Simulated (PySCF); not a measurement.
Ge(OH)(OMe), SMILES C[O][Ge][OH] at its B3LYP/def2-SVP optimised geometry (Å):

```
8

Ge    -1.6622    -1.1945     0.0000
O     -2.0189     0.5702     0.0000
H     -1.2796     1.1945    -0.0272
O      0.1434    -1.1945     0.0000
C      1.0360    -0.1103     0.0293
H      0.7046     0.7053     0.7038
H      2.0189    -0.4548     0.3930
H      1.1877     0.3249    -0.9773
```

Method: PySCF with B3LYP/def2-TZVP.

Map of the electron localisation function on the plane z = 1.5 Å:

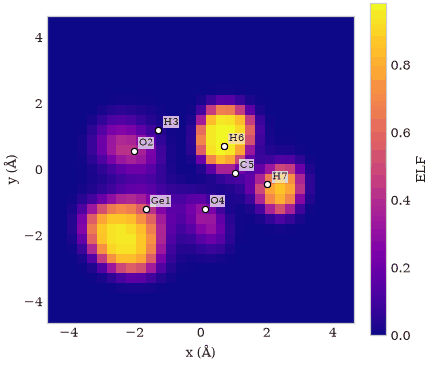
Electron localisation function on the plane z = 1.5 Å.
